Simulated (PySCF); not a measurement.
# C5H5Cl (SMILES C=CC#CCCl): what the fields show

```csv
atom,x (Å),y (Å),z (Å)
C,2.5560,-0.1137,0.0513
C,1.4726,-0.0941,0.8191
C,0.1595,-0.0171,0.3126
C,-0.9528,0.0456,-0.1457
C,-2.3056,0.1242,-0.6225
Cl,-3.4664,0.1295,0.7633
H,2.4865,-0.0704,-1.0228
H,3.5437,-0.1747,0.4745
H,1.5459,-0.1366,1.8989
H,-2.5590,-0.7396,-1.2396
H,-2.4750,1.0496,-1.1754
```

Geometry: GFN2-xTB.

Level of theory: PySCF 2.14.0, PBE0/pcSseg-1, SCF density, gas phase, non-relativistic.

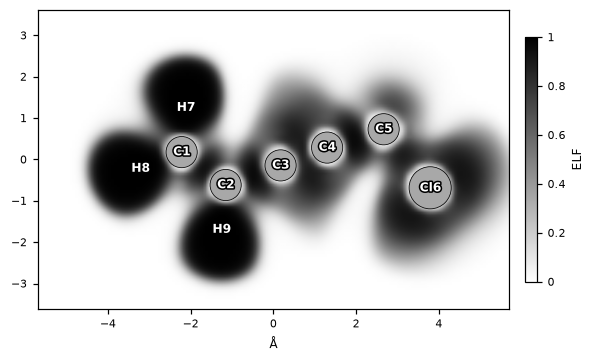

Figure 1. Electron localisation function on the plane of atoms H7, C1 and H8. Grey discs cover the atomic cores.

Interpret the plot.

- The plane passes through C, Cl and H nuclei.
- C–C (1.20 Å): the ELF peaks at about 0.85 between the atoms: a short, multiple covalent bond.
- C–Cl (1.81 Å): the ELF peaks at about 0.90 between the atoms; a covalent bond.
- C–H (1.08 Å): the ELF climbs to about 1 towards the hydrogen, as it does in any bond to H; an ordinary covalent bond to hydrogen.
- C–C (1.33 Å): the ELF peaks at about 0.95 between the atoms (a short, multiple covalent bond).
- The ELF also peaks beside Cl6, away from the bonds: lone-pair regions.

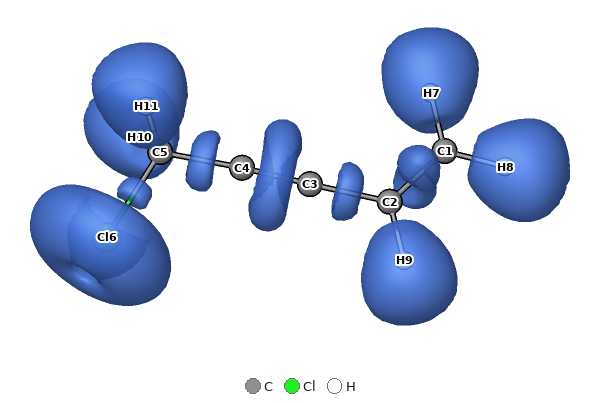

Figure 2. Isosurface of the ELF at 0.8 (blue), seen at a tilt. Core shells and regions of very low density are left out.

Where are the electrons localised?

The surface consists of four regions between bonded C–C atoms (shared pairs), one region between bonded C–Cl atoms (shared pairs), five regions around hydrogen nuclei and one ring or bowl of non-bonding electrons around Cl.

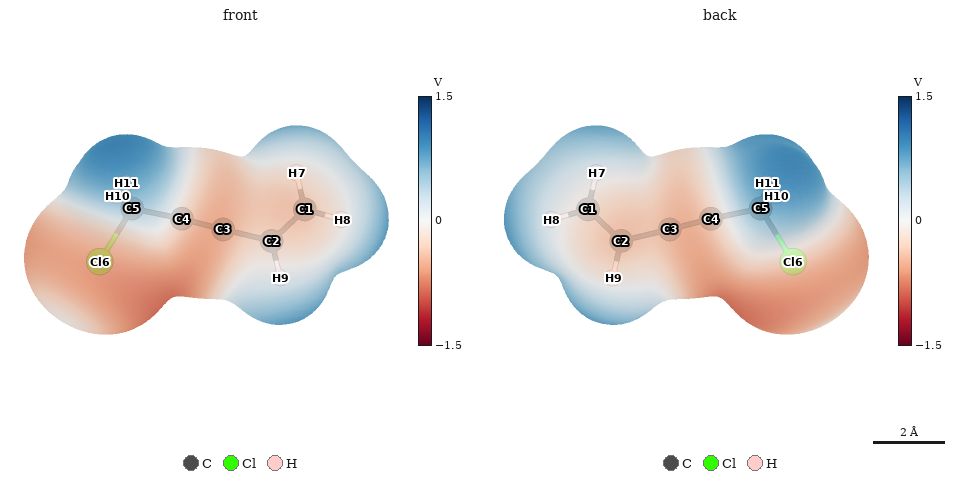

Figure 3. The electrostatic potential painted on the density surface at 0.001 e/bohr³, seen from the front and from behind; red is negative and blue positive.

Describe the electrostatic potential map.

The most negative region (about −0.8 V, or −18 kcal/mol for a unit charge) lies over C4 and Cl6, the most positive (about +1.0 V, or +23 kcal/mol for a unit charge) over H10 and H11.
